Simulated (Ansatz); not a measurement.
## Pressure series in La

Take La (space group P6_3/mmc, No. 194; a = 3.6613 Å, c = 11.7179 Å) as the base.

Cell and atoms are relaxed at each pressure.

Computed with Kohn–Sham DFT with the PBEsol functional, run in Ansatz (an electronic-structure program) with PAW and 420 eV plane waves, without spin-orbit coupling, earlier PAW set.

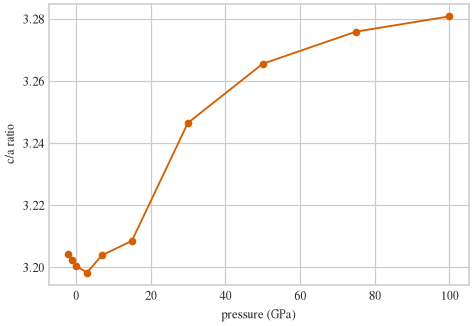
*c/a ratio against pressure*

```csv
pressure (GPa),c/a ratio
-2,3.204
-1,3.202
3,3.198
7,3.204
15,3.209
30,3.247
50,3.266
75,3.276
100,3.281
```

Load acts through the strain it causes; cell and atoms are relaxed under it. Whether these cells are dynamically stable was not tested. Competing high-pressure phases were not computed.
